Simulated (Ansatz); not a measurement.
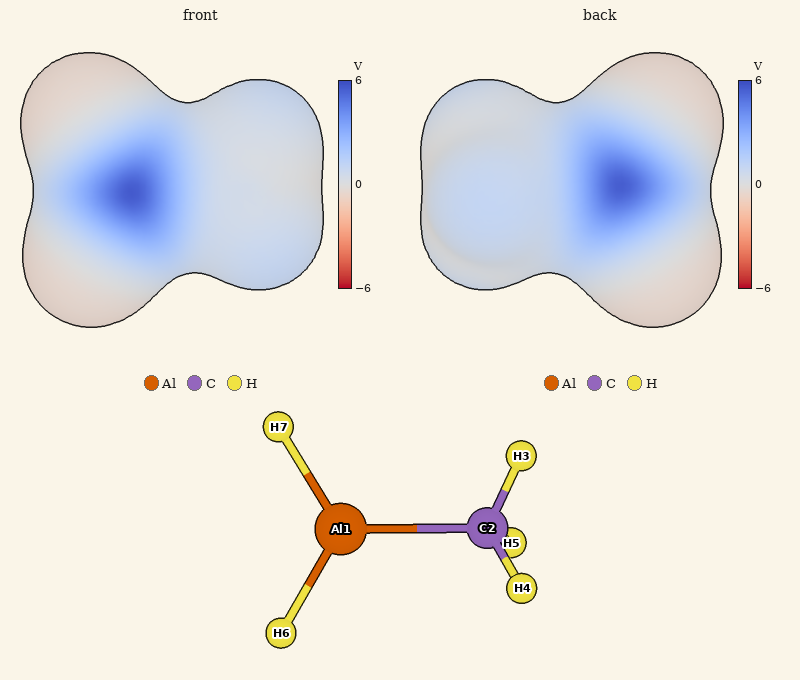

*CH₅Al. The electrostatic potential painted on the density surface at 0.004 e/bohr³, seen from the front and from behind; the colour scale runs from red (negative) to blue (positive). The bare structure is drawn below in the same view.*

Method: RKS PBE-D4/def2-SVP in Ansatz 0.2.0.

```yaml
atoms:
  - { symbol: Al, position_ang: [-0.0071, -0.0073, -0.0037] }
  - { symbol: C, position_ang: [-0.0099, -0.0168, 1.9620] }
  - { symbol: H, position_ang: [-0.9892, -0.3009, 2.3985] }
  - { symbol: H, position_ang: [0.7677, -0.6940, 2.3750] }
  - { symbol: H, position_ang: [0.2351, 0.9996, 2.3445] }
  - { symbol: H, position_ang: [1.3828, 0.0096, -0.8078] }
  - { symbol: H, position_ang: [-1.3795, 0.0098, -0.8370] }
```

> Where is the surface potential most negative and most positive?

The most negative region (about −0.5 V) lies over H6 and H7, the most positive (about +5.3 V) over Al1.
